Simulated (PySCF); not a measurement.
# InP (charge +1, quartet): what the fields show

```xyz
2

In    0.0000    0.0000   -0.6164
P     0.0000    0.0000    2.2866
```

Core potentials replace the inner electrons of In.

All numbers below come from PBE0/def2-TZVPPD, non-relativistic Hamiltonian with scalar-relativistic core potentials where named, at a bond length of 2.903 Å in PySCF 2.14.0.

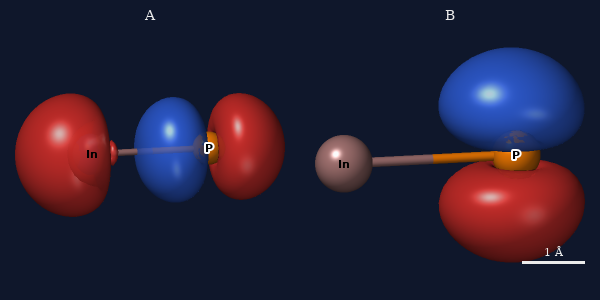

Figure 1. Two frontier α-spin orbitals, each drawn at the value that holds 80 % of its norm (red and blue are the two phases), in no order; of a degenerate pair one member is drawn.

Q: Name the orbitals and rank them from lowest to highest energy.

A: Orbital B: π, occupied in this spin, −12.76 eV; mainly on P (95 %).
Orbital A: σ, occupied in this spin, −12.55 eV; shared between the atoms (In 40 %, P 60 %).

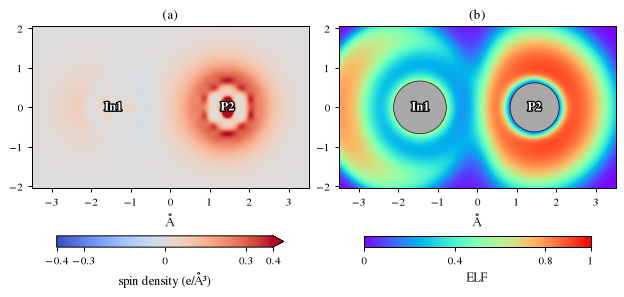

Figure 2. (a) spin density (α minus β); (b) electron localisation function on a plane that holds the molecular axis. Grey discs cover the atomic cores in the ELF map.

Q: Describe what can be read from this map.

A:
- Atoms in the plane: In and P.
- In–P (2.90 Å): the ELF peaks at about 0.85 in the valence shell of P, 1.0 Å from its nucleus, and drops to about 0.20 between the two atoms.
- The ELF also peaks beside P2, away from the bonds: non-bonding electrons, paired or unpaired.
- The unpaired spin (3 electrons) lies mostly on P2 (about 2.6) and In1 (about 0.4), in electrons by Hirshfeld's partition.
